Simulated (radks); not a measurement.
A free Be atom; electrons: [He] 2s2. Method: non-relativistic Kohn-Sham, exchange-only LDA, spin-polarised, spherical densities, point nucleus; computed with the in-house radial solver radks.

Wanted: the number of electrons inside radius r (solid) and the radial density 4πr²ρ (dashed).

The count levels off at 4 electrons. Half of them lie within 1.00 bohr, 90 % within 3.58 bohr and 99 % within 5.84 bohr. The radial density has a minimum at 1.12 bohr, where the count stands at 2.1; this parts the shells that the density resolves.

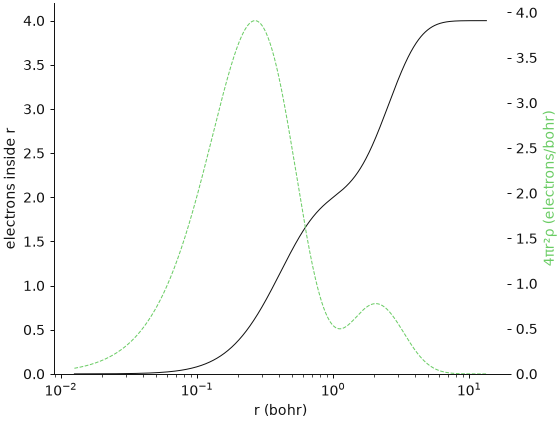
